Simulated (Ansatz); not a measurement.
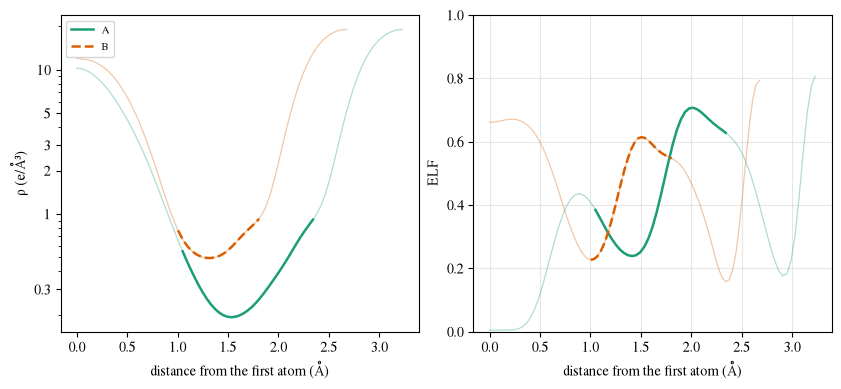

PtPbI₆. Valence electron density and electron localisation function along straight lines between neighbouring atoms. Thin, pale parts lie inside the atomic spheres.

Space group P-1; a structure from a database of computed crystals, not necessarily the ambient phase; started from the CuSnF6-2 prototype, which need not be the ambient phase.

The calculation used Ansatz, DFT, PBEsol, plane waves, PAW.

The density is the valence pseudo-density of a PAW calculation; it isn't the true density close to the nuclei.

**Which curve belongs to which contact (Pb–I and Pt–I)? The first atom named is at distance zero.**

Curve A: Pb–I (3.23 Å): ρ is about 0.2 e/Å³ halfway; the ELF is about 0.35 at the midpoint. Curve B: Pt–I (2.68 Å): the density is about 0.5 e/Å³ at the midpoint; the ELF is about 0.50 at the midpoint.
